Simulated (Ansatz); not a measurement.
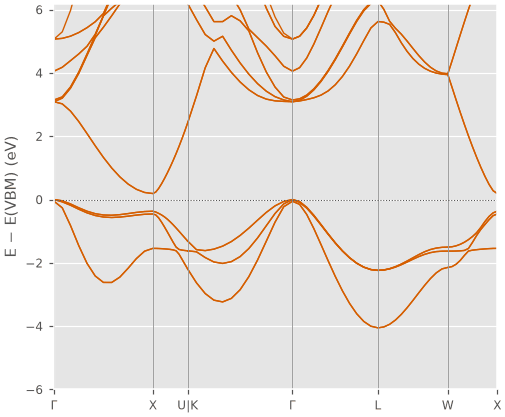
*Band structure from plane-wave PAW PBE with spin–orbit coupling (Ansatz code)*

Problem. Read off the gap and where the band edges lie.

Solution. About 0.2 eV (0.19 eV by a search for the band edges); maximum at Γ, minimum at X.

The material is YN (rock salt, space group No. 225).

Space group Fm-3m (rock salt). The cell was relaxed with PBE under the symmetry of its start. No spin polarisation was allowed.

Potentials: the later of the program's two PAW sets.
